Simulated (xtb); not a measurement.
# Optimise+frequencies calculation of C3H7FSi

System: C3H7FSi, multiplicity 2, SMILES FC1([SiH3])CC1.
Method: GFN2-xTB, ALPB solvent dmso (xtb 6.7.1 later snapshot).

The geometry: force field.

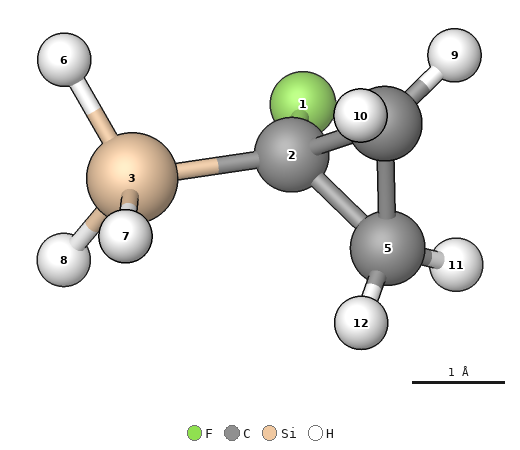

Figure 1. The input geometry (ball-and-stick view, seen at a tilt; atoms are numbered from 1 in the order of the input). Bond lengths as drawn: C–C 1.52 to 1.54 Å, C–F 1.35 Å, C–H 1.02 to 1.13 Å, C–Si 1.85 Å and H–Si 1.46 to 1.54 Å.

## Outcome

- outcome: refused by the program
- hardware: 1 thread of Arm Neoverse V1, 24 GiB of memory available, shared host

## What went wrong

Some settings of this run were drawn to be unusual or wrong (unpaired set to 1 (from 0)). The program refused the input.

## Input (coord)
```
$coord
     -3.478229904986     -0.028534864482      1.180511910054  f
     -1.086025603822      0.017007535122      0.315395290200  c
      1.195440746438     -1.595117821797      2.405621356649  si
     -0.126989595575      2.333055873463     -1.165394101057  c
     -0.750599216701     -0.156847268344     -2.535634514023  c
      1.383657468451     -0.327678510010      4.946358131208  h
      3.881119514756     -1.486647542243      1.310147122203  h
      0.673498390817     -4.273615630841      2.776007677075  h
     -1.633668234739      3.849183143250     -1.304855889054  h
      1.672974538131      2.976129673673     -1.005334298301  h
     -2.475919168485     -0.293663439767     -3.594259089038  h
      0.890438949924     -1.117395057491     -3.264501880291  h
$end
```

Launch command:
```bash
xtb coord --uhf 1 --gfn 2 --alpb dmso --ohess > run.log 2> xtb.err
```

## Log
```
* xtb version 6.7.1
   ID    Z sym.   atoms
    1    9 f      1
    2    6 c      2, 4, 5
    3   14 si     3
    4    1 h      6-12

           -------------------------------------------------
          |                Calculation Setup                |
           -------------------------------------------------

          program call               : xtb coord --uhf 1 --gfn 2 --alpb dmso --ohess
          coordinate file            : coord
          omp threads                :                     1

########################################################################
[ERROR] Program stopped due to fatal error
-1- Assigned number of unpaired electrons (flag '--uhf <int>' or <int> in file '.UHF') is not consistent with the total number of electrons
########################################################################
```

## Standard error
```
ERROR STOP
Error termination. Backtrace:
abnormal termination of xtb
```
